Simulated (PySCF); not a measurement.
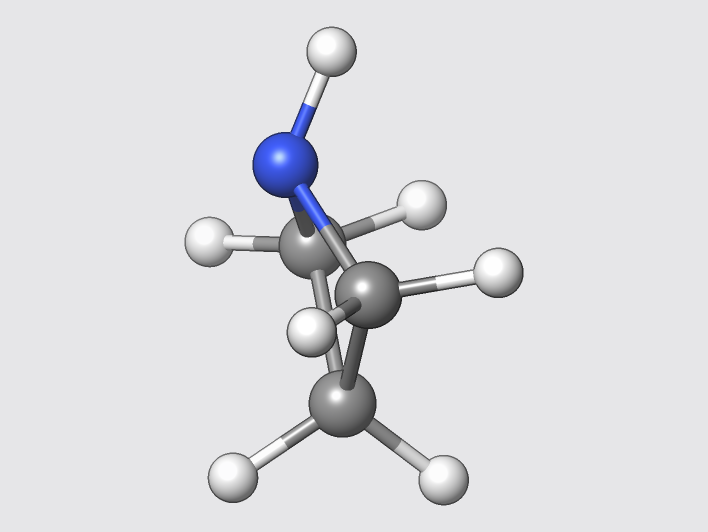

Colours: carbon grey, nitrogen blue, hydrogen white.

The geometry was computed by an optimisation with PBE0-D3(BJ)/def2-SVP. No frequency run is at hand to confirm it as a minimum.

**Which formula does it have?**

C₃H₇N, 11 atoms: 3 carbon, 7 hydrogen and 1 nitrogen.

**Count the bonded pairs by element.**

6 C–H, 2 C–C, 2 C–N, 1 N–H.

**What is its SMILES?**

C1CNC1

**Does it have rings?**

Independent rings (smallest set): 1 of 4 members.

**Name some functional groups or characteristic bonds that it holds.**

Among them: secondary amine.

More results for the same structure follow; atom numbers are the same in all pictures, views and colours differ.

**Symmetry**

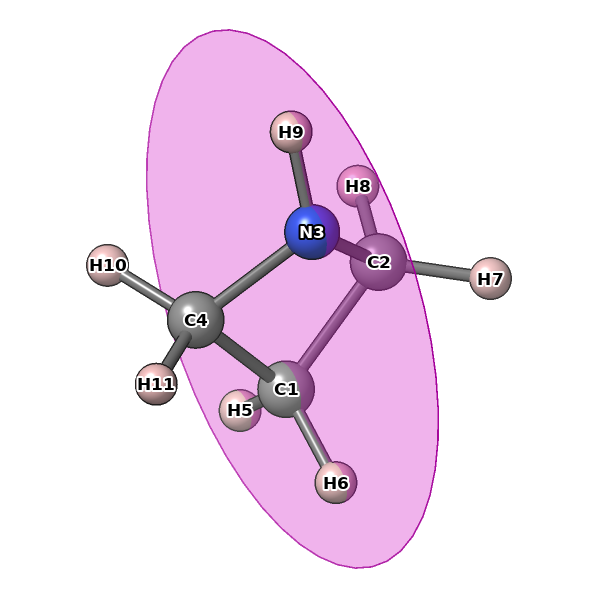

A disc through the centre of mass is drawn in. Depth is shown by fading: the farther an atom, the more it takes the colour of the background. No frequency run is at hand to confirm it as a minimum.

**Is the plane of the disc a mirror plane of the structure?**

Yes. The reflection leaves C1, N3, H5, H6, H9 in place and moves C2 ↔ C4; H7 ↔ H11; H8 ↔ H10. The point group is Cs.

**Spin–spin coupling**

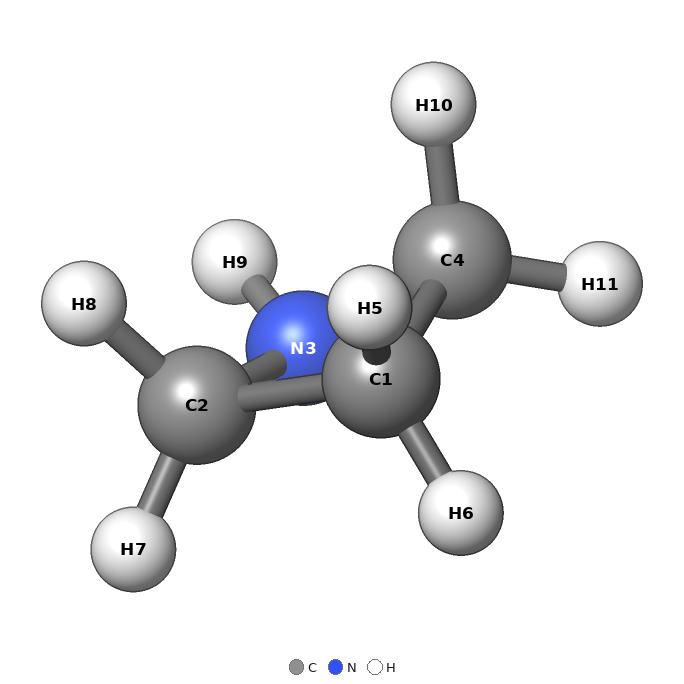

No frequency run is at hand to confirm it as a minimum. Method: B3LYP/def2-TZVP indirect spin-spin coupling, non-relativistic, gas phase (PySCF 2.14.0). Isotopes: 13C, 1H, 15N.

Give the spin–spin coupling constants of these pairs, with the number of bonds between them: C2/N3, N3/C4, N3/H9, N3/H11, N3/H7, N3/H5.

| pair | bonds apart | J (Hz) |
| --- | --- | --- |
| C2, N3 | 1 | −2.0 |
| N3, C4 | 1 | −2.0 |
| N3, H9 | 1 | −62.9 |
| N3, H11 | 2 | −5.8 |
| N3, H7 | 2 | −5.8 |
| N3, H5 | 3 | −6.0 |

**Levels of theory compared**

No frequency run is at hand to confirm it as a minimum. Program: PySCF 2.14.0.

Tabulate HOMO–LUMO gap (eV) at these levels: B3LYP/6-31G-J; B3LYP/aug-cc-pVTZ-J; B3LYP/def2-TZVP; B3LYP/pcJ-0; B97-2/pcJ-1; BHandHLYP/pcJ-1; CAM-B3LYP/pcJ-1; KT2/pcJ-1; LDA/pcJ-1; PBE/pcJ-1; PBE0/pcJ-1.

```
              level  HOMO–LUMO gap (eV)
      B3LYP/6-31G-J                7.93
B3LYP/aug-cc-pVTZ-J                5.95
    B3LYP/def2-TZVP                7.08
        B3LYP/pcJ-0                8.09
        B97-2/pcJ-1                7.59
    BHandHLYP/pcJ-1                9.93
    CAM-B3LYP/pcJ-1               10.09
          KT2/pcJ-1                5.61
          LDA/pcJ-1                5.39
          PBE/pcJ-1                5.49
         PBE0/pcJ-1                7.83
```

**Dipole moment**

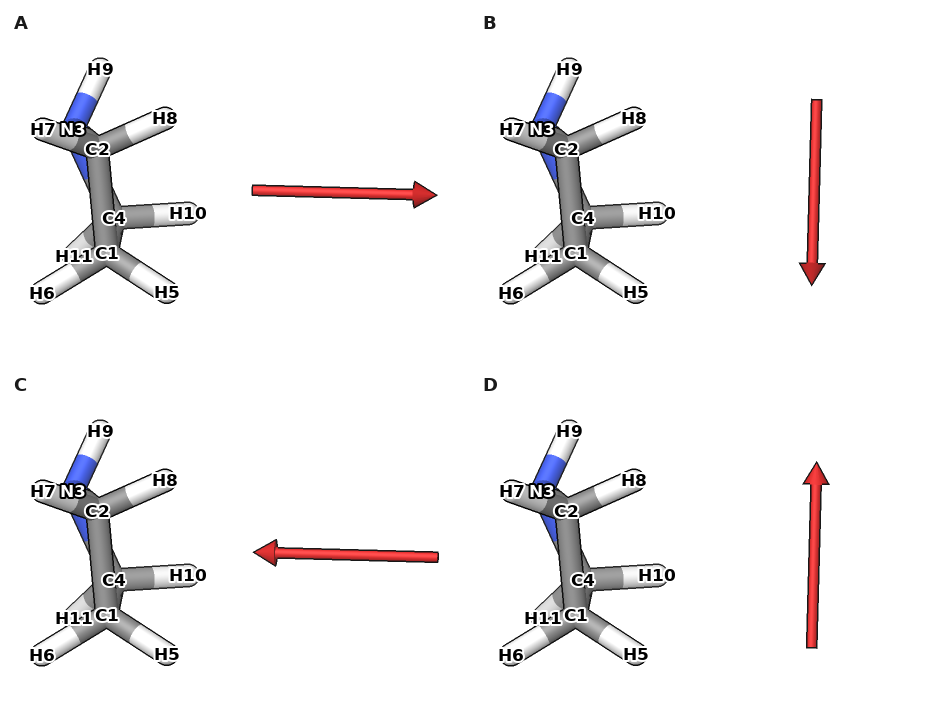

The same molecule four times, each with an arrow. No frequency run is at hand to confirm it as a minimum. Level of theory: B97-2/pcJ-1, gas phase (PySCF 2.14.0).

**Which arrow points along the dipole moment, from the negative to the positive end?**

A. The dipole moment is 1.23 D; it points from the side of H6, H7, H11 to the side of H5, H8, H10 (the outermost atoms at the two ends).

**Quadrupole coupling**

No frequency run is at hand to confirm it as a minimum. Electric field gradients from the ground-state density, HF/pcJ-1 (PySCF 2.14.0), non-relativistic apart from any core potentials.

Give the largest field-gradient component, the quadrupole coupling constant and the asymmetry for 14N at N3 (Q = 20.44 mb), 2H at H5 (Q = 2.86 mb), 2H at H6 (Q = 2.86 mb).

```
atom  V_zz (a.u.)  e²qQ/h (MHz)     η
  N3       −1.235         −5.93  0.04
  H5        0.292         0.196  0.00
  H6        0.289         0.194  0.01
```
